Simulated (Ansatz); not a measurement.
**ClFH₂HfOSe: small, medium and large basis sets**

Aim: see how fast density functionals converge with the basis set for ClFH₂HfOSe.

Method: one geometry, several basis sets; program: Ansatz 0.2.0, Gaussian basis.

Levels to be run: PBE0-D4/def2-SVP; ωB97M-V/def2-SVP; PBE0-D4/def2-QZVPP; ωB97M-V/def2-QZVPP; the functionals' def2-TZVPP values are taken from earlier runs.

**1. The geometry**

An earlier PBE0-D4 in a triple-zeta def2 set relaxation fixed the geometry. Hf takes the def2 core potential; no spin-orbit term is included.

SMILES `[OH][Hf]([F])([Cl])[SeH]`, 7 atoms, charge 0, spin multiplicity 1.

Atoms are counted from 1 here; the program's logs count them from 0.

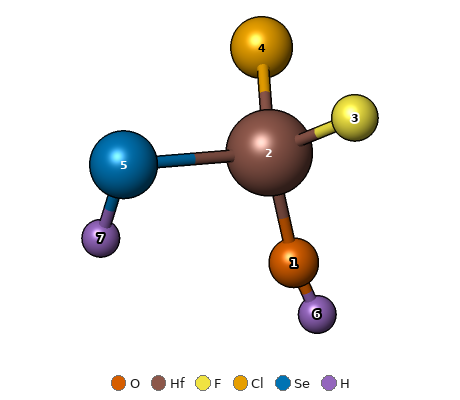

The structure; oxygen orange, hafnium brown, fluorine yellow, chlorine amber, selenium blue, hydrogen purple; atoms are numbered from 1 in the order of the file.

As a file:

```
O    -0.8909    0.3743    1.1909
Hf    0.2133   -0.6015    0.0061
F     1.5563   -1.5754    0.9203
Cl   -1.0837   -2.1135   -1.2369
Se    1.4020    1.0939   -1.5376
H    -1.4361    0.7188    1.8918
H     0.3003    2.0355   -1.2803
```

**2. PBE0-D4 in def2-SVP**

Contents of in.yaml:

```yaml
crystal:
  periodic: [false, false, false]
  atoms:
    - {symbol: O, position_ang: [-0.890939, 0.374274, 1.190928]}
    - {symbol: Hf, position_ang: [0.213299, -0.601482, 0.006144]}
    - {symbol: F, position_ang: [1.556327, -1.575417, 0.920307]}
    - {symbol: Cl, position_ang: [-1.083721, -2.113503, -1.236896]}
    - {symbol: Se, position_ang: [1.402009, 1.093884, -1.537645]}
    - {symbol: H, position_ang: [-1.436082, 0.718763, 1.891847]}
    - {symbol: H, position_ang: [0.300306, 2.035481, -1.280287]}
basis:
  gaussian: {orbitals: def2-SVP}
hamiltonian: {xc: pbe0, dispersion: d4}
output: {orbitals: {seedname: orbitals}}
```

The run is started by

```bash
$ ansatz run in.yaml --threads 4 --pin off --events-out ev --progress --plain --max-ram 10444MiB
```

After this run come: ωB97M-V in def2-SVP; PBE0-D4 in def2-QZVPP; ωB97M-V in def2-QZVPP.

Before running them: what should the planned runs give, taken together? Wanted: PBE0-D4: double and triple zeta above quadruple; ωB97M-V: double and triple zeta above quadruple.

As calculated:

```
                                       quantity           value
PBE0-D4: double and triple zeta above quadruple  20.64, 2.02 eV
ωB97M-V: double and triple zeta above quadruple  20.62, 1.94 eV
```

For PBE0-D4 the step from double to triple zeta gains 18.62 eV and the next only 2.02 eV. These are total energies; as a rule much of such shifts cancels in differences, which this series doesn't test. The LUMO of ωB97M-V is positive and keeps falling with the basis (0.77 to 0.25 eV): an unbound level that the basis holds in place.
